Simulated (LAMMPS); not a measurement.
Atomistic model of a slab of Pt (fcc) cut on the (111) plane, one half shifted rigidly along [1-10] and [11-2] of the cubic cell, atoms relaxed along the normal alone.

Model: classical force field (static), pair style eam, the elements' _u3.eam files (universal-3 set of Foiles, Baskes and Daw), run in LAMMPS.

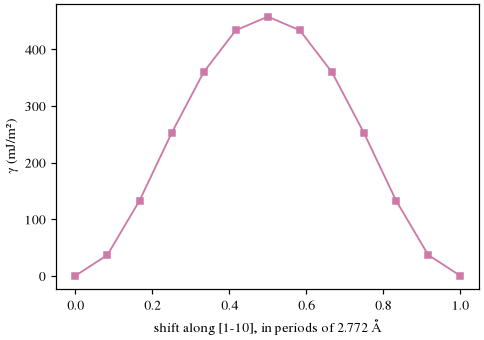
γ (mJ/m²) against shift along [1-10], in periods of 2.772 Å

Main features:
- largest energy on the line along [1-10]: 458 mJ/m²
